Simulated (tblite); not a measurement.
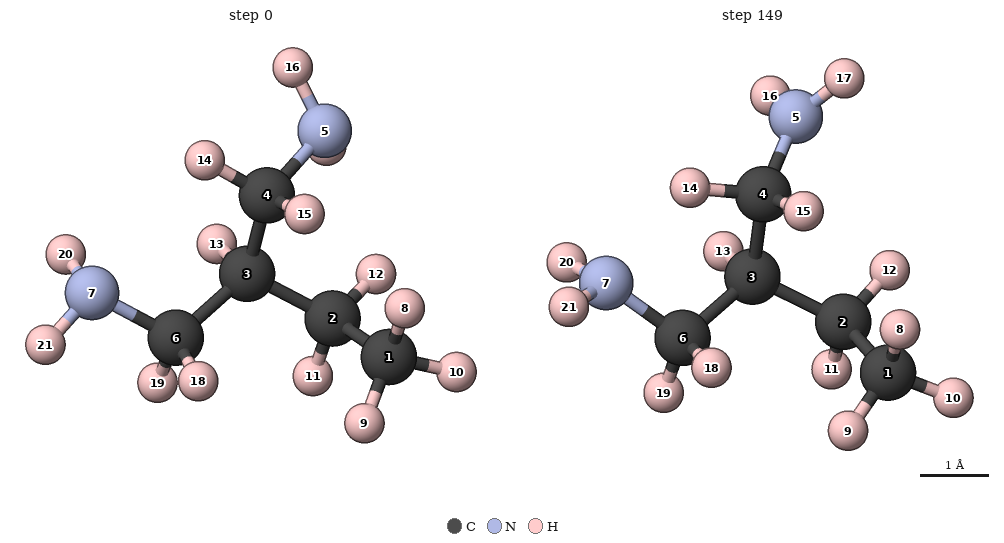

The structure of C5H14N2 (charge +1, multiplicity 2) before (left) and after (right) a relaxation, at one scale.

A ball-and-stick model, seen face on.

The calculation used GFN2-xTB geometry optimisation, gas phase in tblite 0.8.0. 

### What changed between the two?

After 149 geometry steps the energy has fallen by 1.099 eV. The atom that moves furthest after the best rigid fit is H17 (1.75 Å). By element the largest moves are H 1.75 Å, N 0.50 Å, C 0.24 Å. Among the contacts that change: C3–C4 1.487 → 1.557 Å, C4–N5 1.444 → 1.384 Å, C2–C3 1.482 → 1.531 Å, N5–H16 1.052 → 1.007 Å. Among the angles between lasting bonds that change: C3–C4–H14 113.4° → 98.9°, C4–N5–H16 106.1° → 120.4°, C4–N5–H17 109.2° → 121.8°. Groups turn about C6–N7 by about 20°. The run took 0.85 s on 1 thread of Arm Neoverse V2, on a shared host.
